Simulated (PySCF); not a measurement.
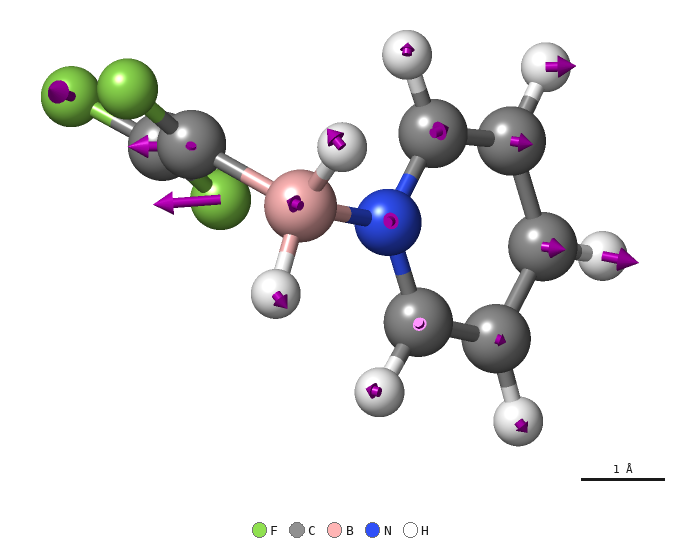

This is a relaxation of C$_{7}$H$_{7}$BF$_{3}$N. The starting structure is drawn; purple arrows show the displacements, 5 times their true length. The two geometries are superimposed by the best rigid fit.

A ball-and-stick model, seen at a tilt.

The start comes from GFN2-xTB. Its atoms were then displaced at random by about 0.01 Å.

Level of theory: PBE0-D3(BJ)/def2-SVP geometry optimisation, gas phase in PySCF 2.14.0, density-fitted response routines. 

Atoms of which element are displaced furthest, and by how much?

Fluorine: up to 0.16 Å, against 0.09 Å for hydrogen.

What happened in the run?

The energy falls by 5.59 kcal/mol in 8 geometry steps. An F atom moves most after the best rigid fit: 0.16 Å. By element the largest moves are F 0.16 Å, H 0.09 Å, C 0.08 Å, B 0.05 Å, N 0.04 Å. Near-neighbour distances that change, for instance: C–F 1.368 → 1.317 Å, B–H 1.179 → 1.224 Å, B–C 1.645 → 1.601 Å, B–N 1.556 → 1.598 Å. Among the angles between lasting bonds that change: C–B–H 110.1° → 113.4°, C–C–B 126.1° → 129.4°, C–C–H 120.1° → 122.8°. The run took 3.6 min on 1 thread of Arm Neoverse V1 (shared host).
